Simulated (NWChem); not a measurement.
**Run report: InNH2Cl2, energy and gradient calculation (part 1 of 2)**

InNH2Cl2 (InCl2(NH2)), computed with HF/3-21G, RHF (NWChem 7.3.0).

The geometry comes from this level: GFN2-xTB.

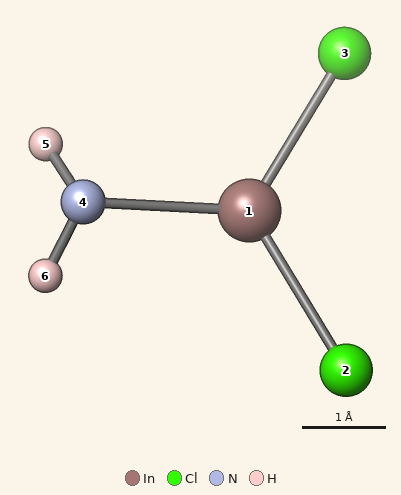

**Figure 1.** The structure (ball-and-stick view, seen at a tilt; atoms are numbered from 1 in the order of the input). Sticks mark near contacts. Bond lengths as drawn: Cl–In 2.29 Å, H–N 1.02 Å and In–N 2.05 Å.

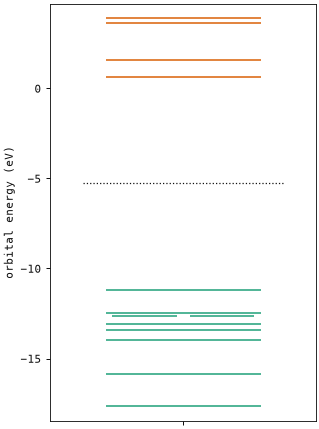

**Figure 2.** Orbital energies near the frontier; the dotted line parts filled from empty levels, and levels within 0.02 eV of each other stand side by side. Highest filled −11.17 eV, lowest empty 0.65 eV, 11.82 eV apart.

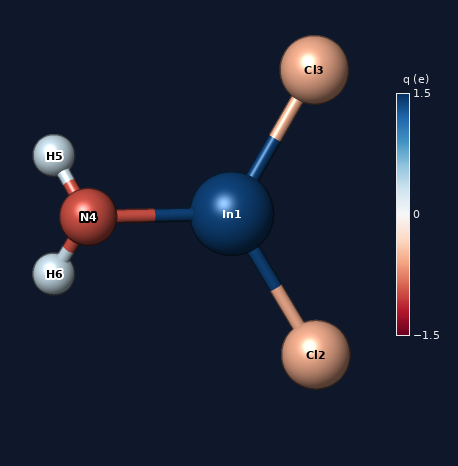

**Figure 3.** Mulliken charges, as the colour of each atom (ball-and-stick view, seen on its broad side; atoms are numbered from 1 in the order of the input). By element: In +1.39, Cl −0.53, N −0.96 and H +0.32 e.

The input that produced these results follows, with the program's output.

### Input file
```
start mymol
title "Cl2H2InN hf"
memory 2200 mb

geometry units angstrom noautosym nocenter noautoz
  In     0.315470     0.702830     0.046490
  Cl     2.583090     0.960880     0.262120
  Cl    -1.014260     2.569070    -0.041060
  N     -0.539330    -1.159000     0.206460
  H     -1.417680    -1.197070    -0.301910
  H      0.072720    -1.876710    -0.172090
end

basis spherical bse
  * library 3-21G
end

scf
  thresh 1e-08
  maxiter 80
end

task scf gradient
```

Launched with:
```bash
nwchem mymol.nw > mymol.out
```

### Log
```
Northwest Computational Chemistry Package (NWChem) 7.3.0
             --------------------------------------------------------

           Job information
           ---------------

    nwchem branch   = 7.3.0
    use scalapack   = T
    input           = mymol.nw
    prefix          = mymol.
    data base       = ./mymol.db
    status          = startup
    nproc           =        1

           Memory information
           ------------------

    heap     =     72089598 doubles =      550.0 Mbytes
    stack    =     72089595 doubles =      550.0 Mbytes
    global   =    144179200 doubles =     1100.0 Mbytes (distinct from heap & stack)
    total    =    288358393 doubles =     2200.0 Mbytes
    verify   = yes
    hardfail = no

           Directory information
           ---------------------

  0 permanent = .
  0 scratch   = .

                                NWChem Input Module
                                -------------------

                                    Cl2H2InN hf
                                    -----------

 Scaling coordinates for geometry "geometry" by  1.889725989
 (inverse scale =  0.529177249)

                             Geometry "geometry" -> ""
                             -------------------------

 Output coordinates in angstroms (scale by  1.889725989 to convert to a.u.)

  No.       Tag          Charge          X              Y              Z
 ---- ---------------- ---------- -------------- -------------- --------------
    1 In                  49.0000     0.31547000     0.70283000     0.04649000
    2 Cl                  17.0000     2.58309000     0.96088000     0.26212000
    3 Cl                  17.0000    -1.01426000     2.56907000    -0.04106000
    4 N                    7.0000    -0.53933000    -1.15900000     0.20646000
    5 H                    1.0000    -1.41768000    -1.19707000    -0.30191000
    6 H                    1.0000     0.07272000    -1.87671000    -0.17209000

      Atomic Mass
      -----------

      In               114.904100
      Cl                34.968850
      N                 14.003070
      H                  1.007825

 Effective nuclear repulsion energy (a.u.)     581.1754101666

            Nuclear Dipole moment (a.u.)
            ----------------------------
        X                 Y               Z
 ---------------- ---------------- ----------------
    69.9347337210   157.3405511242    13.2417824335

            XYZ format geometry
            -------------------
     6
 geometry
 In                    0.31547000     0.70283000     0.04649000
 Cl                    2.58309000     0.96088000     0.26212000
 Cl                   -1.01426000     2.56907000    -0.04106000
 N                    -0.53933000    -1.15900000     0.20646000
 H                    -1.41768000    -1.19707000    -0.30191000
 H                     0.07272000    -1.87671000    -0.17209000

 ==============================================================================
                                internuclear distances
 ------------------------------------------------------------------------------
       center one      |      center two      | atomic units |  angstroms
 ------------------------------------------------------------------------------
    2 Cl               |   1 In               |     4.33204  |     2.29242
    3 Cl               |   1 In               |     4.33349  |     2.29319
    4 N                |   1 In               |     3.88323  |     2.05492
    5 H                |   4 N                |     1.91915  |     1.01557
    6 H                |   4 N                |     1.92067  |     1.01637
 ------------------------------------------------------------------------------
                         number of included internuclear distances:          5
 ==============================================================================

 ==============================================================================
                                 internuclear angles
 ------------------------------------------------------------------------------
        center 1       |       center 2       |       center 3       |  degrees
 ------------------------------------------------------------------------------
    2 Cl               |   1 In               |   3 Cl               |   119.05
    2 Cl               |   1 In               |   4 N                |   120.41
    3 Cl               |   1 In               |   4 N                |   119.94
    1 In               |   4 N                |   5 H                |   110.78
    1 In               |   4 N                |   6 H                |   111.12
    5 H                |   4 N                |   6 H                |   107.93
 ------------------------------------------------------------------------------
                            number of included internuclear angles:          6
 ==============================================================================

 Summary of "ao basis" -> "" (spherical)
 ------------------------------------------------------------------------------
       Tag                 Description            Shells   Functions and Types
 ---------------- ------------------------------  ------  ---------------------
 *                           3-21G                    on all atoms

                      Basis "ao basis" -> "ao basis" (spherical)
                      -----
  [basis functions not shown]

 Summary of "ao basis" -> "ao basis" (spherical)
 ------------------------------------------------------------------------------
       Tag                 Description            Shells   Functions and Types
 ---------------- ------------------------------  ------  ---------------------
 In                          3-21G                  13       31   6s5p2d
 Cl                          3-21G                   7       13   4s3p
 N                           3-21G                   5        9   3s2p
 H                           3-21G                   2        2   2s

                                 NWChem SCF Module
                                 -----------------

                                    Cl2H2InN hf

  ao basis        = "ao basis"
  functions       =    70
  atoms           =     6
  closed shells   =    46
  open shells     =     0
  charge          =   0.00
  wavefunction    = RHF
  input vectors   = atomic
  output vectors  = ./mymol.movecs
  use symmetry    = F
  symmetry adapt  = F

 Summary of "ao basis" -> "ao basis" (spherical)
 ------------------------------------------------------------------------------
       Tag                 Description            Shells   Functions and Types
 ---------------- ------------------------------  ------  ---------------------
 In                          3-21G                  13       31   6s5p2d
 Cl                          3-21G                   7       13   4s3p
 N                           3-21G                   5        9   3s2p
 H                           3-21G                   2        2   2s

 Forming initial guess at       0.0s

      Superposition of Atomic Density Guess
      -------------------------------------

 Sum of atomic energies:       -6684.30115371

      Non-variational initial energy
      ------------------------------

 Total energy =   -6685.079792
 1-e energy   =  -10394.690495
 2-e energy   =    3128.435293
 HOMO         =      -0.332045
 LUMO         =      -0.058036

 Starting SCF solution at       0.2s

 ----------------------------------------------
         Quadratically convergent ROHF

 Convergence threshold     :          1.000E-08
 Maximum no. of iterations :           80
 Final Fock-matrix accuracy:          1.000E-10
 ----------------------------------------------

              iter       energy          gnorm     gmax       time
             ----- ------------------- --------- --------- --------
                 1    -6684.7191566728  8.42D-01  2.32D-01      0.5
                 2    -6684.7712142794  2.11D-01  6.90D-02      1.0
                 3    -6684.7757917325  1.35D-02  4.65D-03      1.6
                 4    -6684.7758344916  1.96D-04  5.26D-05      2.7
                 5    -6684.7758344980  2.87D-08  6.94D-09      4.6
                 6    -6684.7758344979  7.46D-10  2.75D-10      5.4

       Final RHF  results
       ------------------

         Total SCF energy =  -6684.775834497947
      One-electron energy = -10391.905900039088
      Two-electron energy =   3125.954655374521
 Nuclear repulsion energy =    581.175410166620

        Time for solution =      5.2s

             Final eigenvalues
             -----------------

              1
    1 -991.7857
    2 -148.7547
    3 -138.1866
    4 -138.1857
    5 -138.1852
    6 -104.0979
    7 -104.0976
    8  -29.6373
    9  -25.1796
   10  -25.1763
   11  -25.1742
   12  -17.5805
   13  -17.5797
   14  -17.5781
   15  -17.5761
   16  -17.5761
   17  -15.4857
   18  -10.4912
   19  -10.4908
   20   -7.9542
   21   -7.9538
   22   -7.9511
   23   -7.9509
   24   -7.9507
   25   -7.9506
   26   -5.0843
   27   -3.5558
   28   -3.5557
   29   -3.5490
   30   -1.2027
   31   -1.1998
   32   -1.1995
   33   -1.1852
   34   -1.1789
   35   -1.1077
   36   -1.0721
   37   -1.0600
   38   -0.6491
   39   -0.5832
   40   -0.5135
   41   -0.4930
   42   -0.4814
   43   -0.4645
   44   -0.4639
   45   -0.4582
   46   -0.4105
   47    0.0239
   48    0.0587
   49    0.1339
   50    0.1436
   51    0.2425
   52    0.2711
   53    0.3101
   54    0.3453
   55    0.3885
   56    0.4036

                       ROHF Final Molecular Orbital Analysis
                       -------------------------------------

 Vector   30  Occ=2.000000D+00  E=-1.202654D+00
              MO Center=  2.3D-01,  5.4D-01,  4.9D-02, r^2= 1.1D+00
   Bfn.  Coefficient  Atom+Function         Bfn.  Coefficient  Atom+Function
  ----- ------------  ---------------      ----- ------------  ---------------
    27      0.690684  1 In d -2              31     -0.586411  1 In d  2
    22     -0.233699  1 In d -2              63      0.227002  4 N  s
    29      0.210443  1 In d  0              26      0.198417  1 In d  2

 Vector   31  Occ=2.000000D+00  E=-1.199779D+00
              MO Center=  4.5D-01,  6.9D-01,  6.3D-02, r^2= 1.0D+00
   Bfn.  Coefficient  Atom+Function         Bfn.  Coefficient  Atom+Function
  ----- ------------  ---------------      ----- ------------  ---------------
    27      0.579249  1 In d -2              31      0.538321  1 In d  2
    29     -0.504369  1 In d  0              22     -0.195970  1 In d -2
    26     -0.182031  1 In d  2              24      0.170610  1 In d  0
    30     -0.171136  1 In d  1              41      0.158543  2 Cl s
    37      0.152569  2 Cl s

 Vector   32  Occ=2.000000D+00  E=-1.199502D+00
              MO Center=  1.7D-01,  6.7D-01,  4.1D-02, r^2= 1.1D+00
   Bfn.  Coefficient  Atom+Function         Bfn.  Coefficient  Atom+Function
  ----- ------------  ---------------      ----- ------------  ---------------
    29      0.768094  1 In d  0              31      0.481145  1 In d  2
    24     -0.259811  1 In d  0              27      0.257715  1 In d -2
    63     -0.192024  4 N  s                 26     -0.162804  1 In d  2

 Vector   33  Occ=2.000000D+00  E=-1.185209D+00
              MO Center=  3.2D-01,  7.1D-01,  4.4D-02, r^2= 4.5D-01
   Bfn.  Coefficient  Atom+Function         Bfn.  Coefficient  Atom+Function
  ----- ------------  ---------------      ----- ------------  ---------------
    30      0.927268  1 In d  1              28      0.425697  1 In d -1
    25     -0.313308  1 In d  1
```
